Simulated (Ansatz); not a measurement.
# Mo: molecular dynamics, part 1 of 2

Purpose: to heat the crystal hard, then run on and watch the hot state. Runs: 120 steps of 2.25 fs under a Langevin thermostat at 4200 K; 140 steps of 2.25 fs under a Langevin thermostat and barostat at 2940 K and 1 GPa. The start is the crystal (bcc), its volume scaled by 1.1.

All numbers below are computed with Ansatz 0.2.0 (DFT LDA, plane waves, PAW, scalar-relativistic, no spin polarisation).

## (1) The structure to begin with

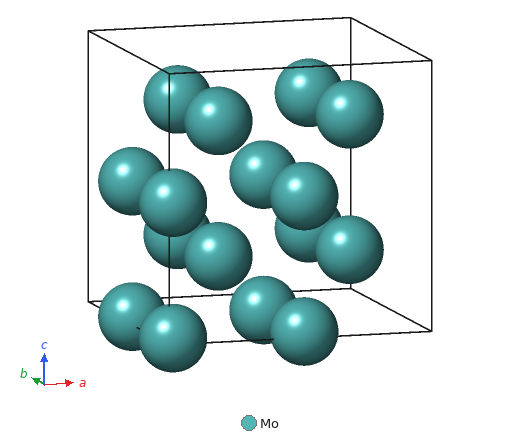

The starting structure, seen slightly off an axis (molybdenum teal). Each atom of the cell is drawn once.

Structure file:

```
CELL_PARAMETERS angstrom
6.50336 0.00000 0.00000
0.00000 6.50336 0.00000
0.00000 0.00000 6.50336
ATOMIC_POSITIONS crystal
Mo 0.00000 0.00000 0.00000
Mo 0.50000 0.00000 0.00000
Mo 0.00000 0.50000 0.00000
Mo 0.00000 0.00000 0.50000
Mo 0.25000 0.25000 0.25000
Mo 0.50000 0.50000 0.00000
Mo 0.50000 0.00000 0.50000
Mo 0.75000 0.25000 0.25000
Mo 0.00000 0.50000 0.50000
Mo 0.25000 0.75000 0.25000
Mo 0.25000 0.25000 0.75000
Mo 0.50000 0.50000 0.50000
Mo 0.75000 0.75000 0.25000
Mo 0.75000 0.25000 0.75000
Mo 0.25000 0.75000 0.75000
Mo 0.75000 0.75000 0.75000
```

## (2) Run 1

120 steps of 2.25 fs under a Langevin thermostat at 4200 K.

The input, input.yaml:

```yaml
accuracy: low
crystal:
  lattice:
    - [6.503365, 0.0, 0.0]
    - [0.0, 6.503365, 0.0]
    - [0.0, 0.0, 6.503365]
  atoms:
    - { symbol: Mo, position: [0.0, 0.0, 0.0] }
    - { symbol: Mo, position: [0.5, 0.0, 0.0] }
    - { symbol: Mo, position: [0.0, 0.5, 0.0] }
    - { symbol: Mo, position: [0.0, 0.0, 0.5] }
    - { symbol: Mo, position: [0.25, 0.25, 0.25] }
    - { symbol: Mo, position: [0.5, 0.5, 0.0] }
    - { symbol: Mo, position: [0.5, 0.0, 0.5] }
    - { symbol: Mo, position: [0.75, 0.25, 0.25] }
    - { symbol: Mo, position: [0.0, 0.5, 0.5] }
    - { symbol: Mo, position: [0.25, 0.75, 0.25] }
    - { symbol: Mo, position: [0.25, 0.25, 0.75] }
    - { symbol: Mo, position: [0.5, 0.5, 0.5] }
    - { symbol: Mo, position: [0.75, 0.75, 0.25] }
    - { symbol: Mo, position: [0.75, 0.25, 0.75] }
    - { symbol: Mo, position: [0.25, 0.75, 0.75] }
    - { symbol: Mo, position: [0.75, 0.75, 0.75] }
basis:
  ecutwfc: 420.0
kpoints:
  mp_grid: { grid: [2, 2, 2] }
hamiltonian:
  xc: lda
scf:
  occupations: { method: fermi_dirac, width: 0.36 }
  lower_state_search: "off"
md:
  timestep: 2.25
  n_steps: 120
  ensemble: nvt_langevin
  temperature: 4200.0
  initial_velocities: maxwell_boltzmann
  seed: 579858
  friction: 0.02
```

Started as:

```console
ansatz run input.yaml --threads 2 --pin off --max-ram 5120MiB --backend cpu --events-out ev --progress --plain --runs-dir out
```

Log (excerpt; [...] marks lines left out):

```text
Warning: md: disabling space-group detection — thermal motion breaks the input geometry's symmetry, so no spatial operation reduces the k-mesh or symmetrises the density; time reversal is kept, so that k and −k are solved as one point where they differ and the mesh holds both, and exact [...]
Warning: RAYON_NUM_THREADS=2 ignored (pool sized by the plan → 2); use --threads N
band count auto-derived: 160 (N_el = 224.0; filled up to band 112; 135 by the electrons, moments and atoms)
[...]
Pseudopotentials: kind: paw
Pseudopotential: Mo, paw, valence charge 14, recommended cutoff 420 eV (normal), Mo.paw.azcp
Functional definition: SPW92
[...]
Crystal: 16 atoms, lattice volume = 275.052 Å³
Basis set: ecut = 420 eV, 5449 PW (Γ)
Bands: 160, of which v1, the nominal top of the filled ones, is band 112 counted from 1 (111 counted from 0)
Symmetry: 1 space group operations
k-points: 8
[...]
SCF iter   1: F=—  HF=-77485.495155 eV  |F-HF|=—  |Δ(HF+E_count)|=         —  Δρ=6.05e-3  dr2=3.08e-2  ethr=1.77e-3  ⟨swp⟩=5.0  Hψ=4392  notcnv=0
[...]
md step     0: t =     0.00 fs  T =  3937.5 K  F+E_penalty+E_count = -77485.49780170 eV  E_kin = 8.143380 eV  (6 SCF iters)
[...]
md step     8: t =    18.00 fs  T =  3283.2 K  F+E_penalty+E_count = -77484.13844376 eV  E_kin = 6.790126 eV  (6 SCF iters)
[...]
md step    16: t =    36.00 fs  T =  2869.2 K  F+E_penalty+E_count = -77481.02509668 eV  E_kin = 5.934021 eV  (6 SCF iters)
[...]
md step    24: t =    54.00 fs  T =  2372.2 K  F+E_penalty+E_count = -77480.03702151 eV  E_kin = 4.906177 eV  (6 SCF iters)
[...]
md step    31: t =    69.75 fs  T =  3128.9 K  F+E_penalty+E_count = -77480.49123557 eV  E_kin = 6.471072 eV  (6 SCF iters)
md step    32: t =    72.00 fs  T =  3406.1 K  F+E_penalty+E_count = -77480.55474598 eV  E_kin = 7.044326 eV  (6 SCF iters)
```

## (3) The output, continued: dynamics from the start

Output, continued (excerpt; [...] marks lines left out):

```text
md step    33: t =    74.25 fs  T =  3453.9 K  F+E_penalty+E_count = -77480.59093055 eV  E_kin = 7.143122 eV  (6 SCF iters)
[...]
md step    55: t =   123.75 fs  T =  3434.4 K  F+E_penalty+E_count = -77478.25713864 eV  E_kin = 7.102794 eV  (6 SCF iters)
[...]
md step    77: t =   173.25 fs  T =  4011.4 K  F+E_penalty+E_count = -77473.28086949 eV  E_kin = 8.296288 eV  (6 SCF iters)
[...]
md step    99: t =   222.75 fs  T =  4698.4 K  F+E_penalty+E_count = -77476.12332680 eV  E_kin = 9.717024 eV  (6 SCF iters)
[...]
md step   119: t =   267.75 fs  T =  3711.9 K  F+E_penalty+E_count = -77479.05523200 eV  E_kin = 7.676902 eV  (6 SCF iters)
[...]
md step   120: t =   270.00 fs  T =  3350.7 K  F+E_penalty+E_count = -77478.92412393 eV  E_kin = 6.929744 eV  (7 SCF iters)
SCF converged after 7 iterations
Free energy (F): -77478.924124 eV
[...]
E sigma→0 (E₀):  -77475.305655 eV
Entropy (-TS):   -7.236938 eV (-452.309 meV/atom)
Fermi energy:    18.405708 eV
[...]
--- Forces (eV/Å), atoms counted from 1 ---
  atom   1  Mo     1.30717388     0.91006380     0.56462983
  atom   2  Mo     0.80700515     1.72676666    -1.40510443
  atom   3  Mo    -2.18414155    -0.43536135    -1.10052926
  atom   4  Mo    -0.36731861     1.01612123    -1.24215075
  atom   5  Mo    -0.54962961    -0.08019197     0.06164905
  atom   6  Mo     1.26048282    -1.64083833    -0.77704333
  atom   7  Mo     0.77101862    -0.36919754    -0.39048019
  atom   8  Mo     1.23500523     0.11253254    -1.63133673
[...]
--- MD trajectory: 120 steps, t = 0.0 → 270.0 fs ---
  final state: T = 3350.7 K   F+E_penalty+E_count = -77478.92412393 eV   E_kin = 6.929744 eV
```

Run time: 16 min. Hardware: 2 threads of Arm Neoverse V1, shared host; peak memory 1.1 GiB.

## (4) Frames and traces

The trajectory, every 9 steps (energies from step 0); msd is the mean square displacement from the start, the centre of mass held:

```tsv
time (fs)	T (K)	potential energy change (meV/atom)	msd Mo (Å²)
0.0	3938	0.0	0.000
20.2	3755	106.5	0.027
40.5	2234	311.2	0.078
60.8	2572	333.9	0.096
81.0	3775	308.9	0.102
101.2	4114	356.5	0.133
121.5	3701	441.4	0.171
141.8	4872	524.1	0.195
162.0	3693	652.6	0.222
182.2	3373	829.1	0.241
202.5	3512	768.9	0.228
222.8	4698	585.9	0.190
243.0	5995	485.6	0.160
263.2	4863	391.4	0.146
270.0	3351	410.9	0.151
```

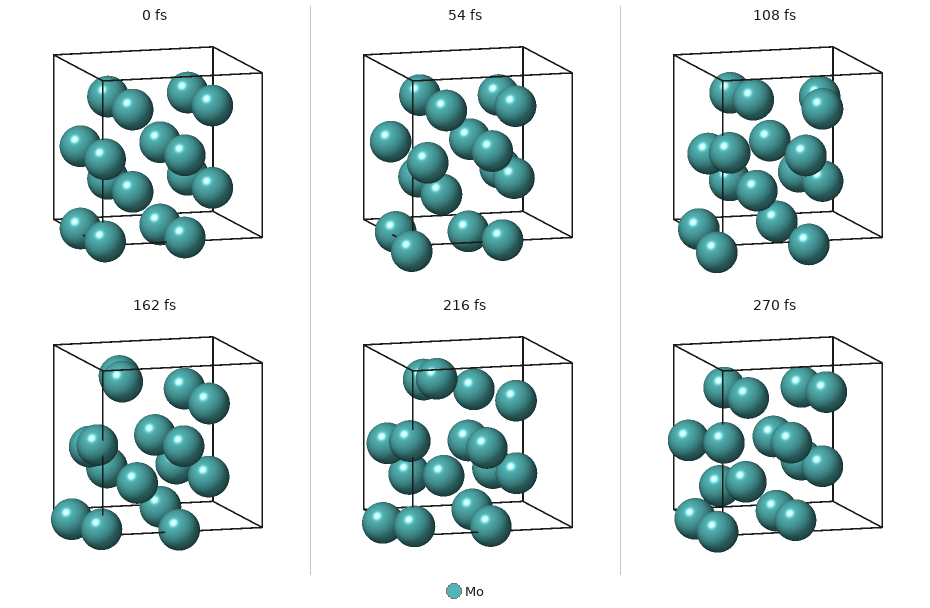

Six frames of the run, seen slightly off an axis. Each atom of the cell is drawn once. Atoms are followed across the cell's faces.

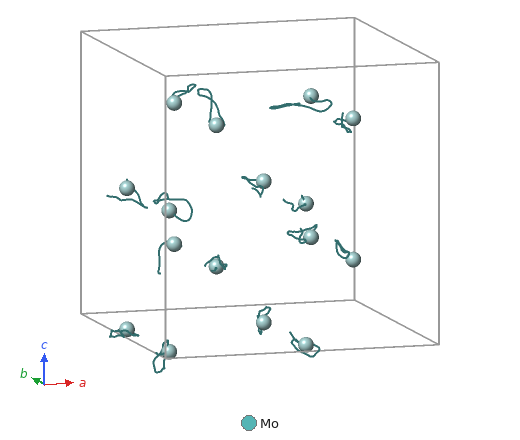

The track of every atom over the whole run, drawn from its starting place (pale balls).

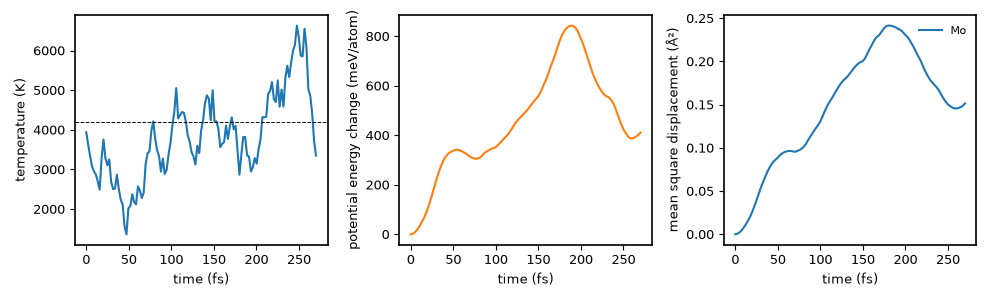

Traces against time; each panel has its own scale. The dashed line is the set temperature.

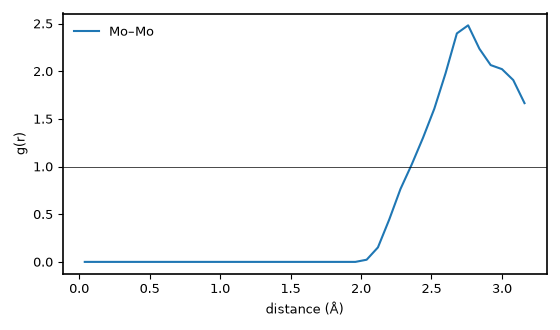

Pair distribution functions over the second half of the run, in bins of 0.08 Å, lightly smoothed, out to 3.3 Å.

First peaks of g(r) (not always the tallest), and, where a minimum follows, the mean number of second-named atoms round a first-named one up to the next minimum:

```tsv
pair	peak (Å)	height	minimum (Å)	neighbours
Mo–Mo	2.76	2.5	-	-
```

## (5) Snapshots as a file

Extended XYZ, with forces in eV/Å:

```xyz
16
Lattice="6.503 0.000 0.000 0.000 6.503 0.000 0.000 0.000 6.503" Properties=species:S:1:pos:R:3:forces:R:3 pbc="T T T" time_fs=45.0 T=1563 dE=5.2637
Mo   -0.121   -0.015   -0.374    0.700    0.406    1.649
Mo    3.511   -0.128   -0.051   -1.252    0.828    0.702
Mo    0.247    3.238   -0.137   -1.648   -0.385    1.171
Mo    0.365   -0.336    3.071   -2.530    4.314    2.752
Mo    1.550    1.444    1.594    0.740    1.262   -0.530
Mo    3.159    3.236   -0.244    1.181   -0.566    3.035
Mo    3.145   -0.045    3.449    1.587    0.741   -1.583
Mo    4.639    1.835    1.934    0.988   -0.756   -1.134
Mo    0.047    3.428    3.421   -0.157   -2.310   -1.654
Mo    1.615    4.925    1.714    2.120   -1.934   -2.601
Mo    1.713    1.708    4.803   -1.391   -0.867    0.444
Mo    3.266    3.372    3.351   -0.486   -0.694   -1.966
Mo    5.100    5.197    1.847   -2.058   -1.789   -1.884
Mo    4.687    1.693    4.829    1.695   -0.750    0.426
Mo    1.710    4.823    4.929   -0.533    0.798    0.406
Mo    4.819    4.716    4.854    1.045    1.701    0.766
16
Lattice="6.503 0.000 0.000 0.000 6.503 0.000 0.000 0.000 6.503" Properties=species:S:1:pos:R:3:forces:R:3 pbc="T T T" time_fs=90.0 T=3272 dE=5.3774
Mo   -0.395   -0.277   -0.412    1.883    2.537    2.750
Mo    3.364   -0.239   -0.225   -0.388    1.393    1.213
Mo   -0.060    2.954   -0.009    0.269    0.771    0.305
Mo    0.371   -0.124    3.485   -1.687    1.511   -2.085
Mo    1.622    1.543    1.626   -0.100    0.403   -0.174
Mo    3.190    3.344   -0.010    0.295   -0.663    0.903
Mo    3.326   -0.122    3.285   -0.457    0.544    0.110
Mo    4.535    1.775    2.005    1.478   -0.252   -1.663
Mo    0.215    3.181    3.140   -0.730   -0.236    0.009
Mo    1.845    5.039    1.547   -1.847   -0.687    0.074
Mo    1.769    1.769    5.035   -1.651   -0.958   -0.272
Mo    3.064    3.361    3.272    0.928    0.179   -0.627
Mo    4.807    5.160    1.745    1.302   -1.760   -0.311
Mo    4.467    1.778    4.805    2.231   -0.133    0.392
Mo    1.612    4.931    4.915    0.771   -1.458    0.493
Mo    5.181    4.639    4.806   -2.298   -1.191   -1.118
16
Lattice="6.503 0.000 0.000 0.000 6.503 0.000 0.000 0.000 6.503" Properties=species:S:1:pos:R:3:forces:R:3 pbc="T T T" time_fs=135.0 T=3979 dE=7.9220
Mo   -0.329    0.067   -0.173    0.568   -1.288    0.212
Mo    3.335    0.011   -0.264    0.014    0.317    1.071
Mo   -0.432    2.616    0.089    0.272    3.219    1.164
Mo   -0.078    0.294    3.456    0.091   -0.974   -0.510
Mo    1.838    1.545    1.647   -1.721   -1.695   -0.634
Mo    3.127    3.212    0.202    2.425    1.542   -0.392
Mo    3.162   -0.128    3.263   -0.062    1.243    1.852
Mo    4.593    1.522    1.705    0.739   -0.232    1.189
Mo    0.356    3.009    2.831   -1.947    0.993    1.236
Mo    1.757    5.162    1.554   -2.094   -0.226   -0.258
Mo    1.548    2.023    5.456    0.132   -2.390   -3.461
Mo    2.853    3.320    3.339    1.723   -0.216    0.165
Mo    4.397    5.027    1.757    2.992   -1.038   -0.610
Mo    4.679    1.723    4.722   -0.110   -0.110   -0.538
Mo    1.942    4.851    5.189   -2.589    0.386   -1.015
Mo    5.133    4.659    4.563   -0.432    0.468    0.528
16
Lattice="6.503 0.000 0.000 0.000 6.503 0.000 0.000 0.000 6.503" Properties=species:S:1:pos:R:3:forces:R:3 pbc="T T T" time_fs=180.0 T=2866 dE=13.1069
Mo   -0.006    0.308    0.170   -1.920   -3.406   -1.831
Mo    3.027    0.371   -0.003    2.472   -1.223   -1.414
Mo   -0.558    2.666    0.024    0.183    5.033    1.255
Mo   -0.162    0.668    3.368    2.296   -6.180    0.913
Mo    1.589    1.211    1.764    0.641    4.982   -0.797
Mo    3.315    3.188    0.353   -1.093   -0.183   -1.450
Mo    3.052   -0.059    3.170    2.086    0.027    2.209
Mo    4.759    1.570    1.800   -2.700   -1.383   -0.270
Mo    0.106    2.966    2.991    0.339    4.301    0.330
Mo    1.607    5.339    1.614   -0.911   -5.020   -0.542
Mo    1.385    2.234    5.547    2.196   -1.223   -3.242
Mo    3.090    3.091    3.169   -0.884    0.789    0.909
Mo    4.479    4.625    1.654    1.935    2.577    1.075
Mo    4.866    1.759    4.540   -4.250    0.434    2.836
Mo    2.111    4.835    5.253   -2.348    0.338   -0.564
Mo    4.354    4.834    4.726    1.958    0.139    0.582
16
Lattice="6.503 0.000 0.000 0.000 6.503 0.000 0.000 0.000 6.503" Properties=species:S:1:pos:R:3:forces:R:3 pbc="T T T" time_fs=225.0 T=5246 dE=9.1903
Mo   -0.061   -0.067    0.131   -1.830    1.760   -1.527
Mo    3.166    0.263   -0.003   -0.038   -0.701    0.955
Mo   -0.336    2.923   -0.079   -1.494    1.375    0.995
Mo   -0.053    0.347    3.579   -0.129   -1.477   -0.128
Mo    1.582    1.393    1.879   -2.785    2.887   -2.376
Mo    3.295    3.322    0.149    2.064    0.880    0.780
Mo    2.970    0.097    3.169   -0.993   -0.261   -0.245
Mo    4.586    1.577    1.874    2.916   -0.579   -2.211
Mo   -0.180    3.287    3.007    0.076    0.244    0.520
Mo    1.342    5.100    1.276    0.746   -2.260    2.411
Mo    1.677    2.312    5.534   -1.311   -3.148   -3.599
Mo    3.123    3.084    2.921   -1.248    2.342    2.039
Mo    4.636    4.910    1.508    1.203    0.556    0.843
Mo    4.571    1.515    4.715    0.715    1.570    1.241
Mo    1.806    4.995    5.122   -3.473   -0.421   -1.149
Mo    4.014    5.179    4.592    5.581   -2.765    1.450
16
Lattice="6.503 0.000 0.000 0.000 6.503 0.000 0.000 0.000 6.503" Properties=species:S:1:pos:R:3:forces:R:3 pbc="T T T" time_fs=270.0 T=3351 dE=6.5737
Mo   -0.320   -0.043    0.013    1.307    0.910    0.565
Mo    2.833   -0.135    0.331    0.807    1.727   -1.405
Mo   -0.268    3.076    0.029   -2.184   -0.435   -1.101
Mo   -0.020    0.088    3.495   -0.367    1.016   -1.242
Mo    1.365    1.681    1.632   -0.550   -0.080    0.062
Mo    3.202    3.574    0.103    1.260   -1.641   -0.777
Mo    2.746    0.146    3.356    0.771   -0.369   -0.391
Mo    4.465    1.607    2.108    1.235    0.113   -1.631
Mo   -0.380    3.589    3.051    0.631   -1.595    1.286
Mo    1.194    4.564    1.022   -0.032    1.801    3.358
Mo    1.589    2.087    4.870   -0.752   -1.154    0.467
Mo    2.969    3.240    3.099   -0.005    1.438    0.594
Mo    4.762    5.343    1.765   -0.424   -1.684   -0.085
Mo    4.500    1.189    5.103   -0.298    2.685   -0.196
Mo    1.494    4.960    4.830   -0.522   -0.540   -0.433
Mo    4.739    5.263    4.651   -0.877   -2.192    0.930
```

On run 1: Against a set 4200 K the second half averages 4476 K with a spread of 944 K (in equilibrium 16 atoms would scatter by about 857 K, over a far longer run). Counted from the crystal's sites, with the common drift removed, the atoms stand 0.39 Å away over the last tenth of the run (root mean square), 14 % of the neighbour distance: near the range, 10 to 20 % and a little above, in which crystals usually melt.

## (6) Run 2

140 steps of 2.25 fs under a Langevin thermostat and barostat at 2940 K and 1 GPa, starting from the last frame of an earlier run, with new velocities.

The input, input.yaml:

```yaml
accuracy: low
crystal:
  lattice:
    - [6.503365, 0.0, 0.0]
    - [0.0, 6.503365, 0.0]
    - [0.0, 0.0, 6.503365]
  atoms:
    - { symbol: Mo, position: [-0.0492726, -0.0065755, 0.0020201] }
    - { symbol: Mo, position: [0.43554162, -0.02069504, 0.05082655] }
    - { symbol: Mo, position: [-0.04125553, 0.4729966, 0.00445969] }
    - { symbol: Mo, position: [-0.00301241, 0.01355198, 0.53741455] }
    - { symbol: Mo, position: [0.2099726, 0.25844921, 0.25092066] }
    - { symbol: Mo, position: [0.49238023, 0.54951236, 0.01575953] }
    - { symbol: Mo, position: [0.42218853, 0.0224329, 0.51606227] }
    - { symbol: Mo, position: [0.68656507, 0.24713137, 0.32421691] }
    - { symbol: Mo, position: [-0.05849459, 0.55190509, 0.46916382] }
    - { symbol: Mo, position: [0.18362108, 0.70171696, 0.1571108] }
    - { symbol: Mo, position: [0.24434191, 0.3208348, 0.74889884] }
    - { symbol: Mo, position: [0.45656317, 0.49823194, 0.47654945] }
    - { symbol: Mo, position: [0.73224436, 0.82163771, 0.27135744] }
    - { symbol: Mo, position: [0.69186886, 0.18288301, 0.78466487] }
    - { symbol: Mo, position: [0.22967706, 0.76271742, 0.74270351] }
    - { symbol: Mo, position: [0.72874704, 0.80931227, 0.71515797] }
basis:
  ecutwfc: 420.0
kpoints:
  mp_grid: { grid: [2, 2, 2] }
hamiltonian:
  xc: lda
scf:
  occupations: { method: fermi_dirac, width: 0.36 }
  lower_state_search: "off"
md:
  timestep: 2.25
  n_steps: 140
  ensemble: npt_langevin
  temperature: 2940.0
  initial_velocities: maxwell_boltzmann
  seed: 535766
  friction: 0.005
  pressure: 1.0
  fix_cell: [angles]
```

Started as:

```console
ansatz run input.yaml --threads 2 --pin off --max-ram 5120MiB --backend cpu --events-out ev --progress --plain --runs-dir out
```

Log (excerpt; [...] marks lines left out):

```text
Warning: md: disabling space-group detection — thermal motion breaks the input geometry's symmetry, so no spatial operation reduces the k-mesh or symmetrises the density; time reversal is kept, so that k and −k are solved as one point where they differ and the mesh holds both, and exact [...]
Warning: RAYON_NUM_THREADS=2 ignored (pool sized by the plan → 2); use --threads N
band count auto-derived: 149 (N_el = 224.0; filled up to band 112; 135 by the electrons, moments and atoms)
[...]
Pseudopotentials: kind: paw
Pseudopotential: Mo, paw, valence charge 14, recommended cutoff 420 eV (normal), Mo.paw.azcp
Functional definition: SPW92
[...]
Crystal: 16 atoms, lattice volume = 275.052 Å³
Basis set: ecut = 420 eV (smoothed over ±3.0 %; plane waves to 437.0 eV, density to 1747.9 eV), 5695 PW (Γ)
Bands: 149, of which v1, the nominal top of the filled ones, is band 112 counted from 1 (111 counted from 0)
Symmetry: 1 space group operations
k-points: 8
[...]
md step     6: t =    13.50 fs  T =  2897.1 K  F+E_penalty+E_count = -77478.47387829 eV  E_kin = 5.991766 eV  conserved = -77472.92851353 eV  P_inst = -8.3735 GPa  V = 274.3417 Å³  selection 1  (6 SCF iters)
[...]
md step    12: t =    27.00 fs  T =  2805.6 K  F+E_penalty+E_count = -77478.74733709 eV  E_kin = 5.802343 eV  conserved = -77472.92935500 eV  P_inst = -8.7329 GPa  V = 273.4891 Å³  selection 1  (5 SCF iters)
[...]
md step    18: t =    40.50 fs  T =  2937.6 K  F+E_penalty+E_count = -77479.08653467 eV  E_kin = 6.075490 eV  conserved = -77472.93082273 eV  P_inst = -8.2029 GPa  V = 272.1282 Å³  selection 1  (5 SCF iters)
[...]
md step    24: t =    54.00 fs  T =  2839.2 K  F+E_penalty+E_count = -77478.91877240 eV  E_kin = 5.871871 eV  conserved = -77472.93159903 eV  P_inst = -5.3364 GPa  V = 269.6720 Å³  selection 1  (5 SCF iters)
md step    25: t =    56.25 fs  T =  2741.4 K  F+E_penalty+E_count = -77478.83107545 eV  E_kin = 5.669640 eV  conserved = -77472.93112851 eV  P_inst = -4.7893 GPa  V = 269.2491 Å³  selection 1  (5 SCF iters)
md step    26: t =    58.50 fs  T =  2602.3 K  F+E_penalty+E_count = -77478.71398787 eV  E_kin = 5.381984 eV  conserved = -77472.93044243 eV  P_inst = -4.2583 GPa  V = 268.8635 Å³  selection 1  (5 SCF iters)
```

## (7) The output, continued: dynamics from the last frame of the run before

The log, continued (excerpt; [...] marks lines left out):

```text
md step    27: t =    60.75 fs  T =  2481.2 K  F+E_penalty+E_count = -77478.60856414 eV  E_kin = 5.131575 eV  conserved = -77472.92967158 eV  P_inst = -3.7484 GPa  V = 268.4661 Å³  selection 1  (5 SCF iters)
[...]
md step    40: t =    90.00 fs  T =  3209.2 K  F+E_penalty+E_count = -77480.74470978 eV  E_kin = 6.637042 eV  conserved = -77472.93073871 eV  P_inst = -3.6640 GPa  V = 262.9750 Å³  selection 1  (7 SCF iters)
[...]
md step    53: t =   119.25 fs  T =  3537.4 K  F+E_penalty+E_count = -77481.94905949 eV  E_kin = 7.315934 eV  conserved = -77472.93011196 eV  P_inst = -1.0885 GPa  V = 257.1354 Å³  selection 1  (5 SCF iters)
[...]
md step    66: t =   148.50 fs  T =  2263.8 K  F+E_penalty+E_count = -77480.55266941 eV  E_kin = 4.681961 eV  conserved = -77472.93001505 eV  P_inst = 7.7042 GPa  V = 250.1573 Å³  selection 2  (6 SCF iters)
[...]
  atom   7  Mo     0.02783933    -0.65461026    -1.90409375
  atom   8  Mo     2.03875206     0.34700332    -1.69483312
[...]
--- Stress (GPa, compression-positive) ---
      -10.335680       0.262101      -1.977379
        0.262101      -9.291578       0.792301
       -1.977379       0.792301      -7.236469
  P = ⅓ Tr σ = -8.9546 GPa (-89.546 kbar)
--- MD trajectory: 140 steps, t = 0.0 → 315.0 fs ---
  final state: T = 2408.5 K   F+E_penalty+E_count = -77480.74510450 eV   E_kin = 4.981164 eV
  conserved energy: peak-to-peak 7.181e-3 eV (4.488e-4 eV/atom) at the most on one of 3 selections of grids, which stood over 141.8 fs
  cell: V = 265.3947 Å³ at the end; means of 141 rows, the approach among them: V = 260.5687 Å³, P_inst = -0.3362 GPa
  mean static stress (GPa): xx -3.1858  yy -2.9525  zz -2.1377  yz 0.1865  xz -0.4599  xy -0.2112
  cell of the mean metric: 6.5317  6.3886  6.2467 Å, 90.000  90.000  90.000°
  the result is of one more SCF, on plane waves selected at the last cell: its energy does not rank with the rows'
```

Wall time 17 min (2 threads of Arm Neoverse V1, shared host); peak memory 0.98 GiB.

(Continued in part 2 of 2.)
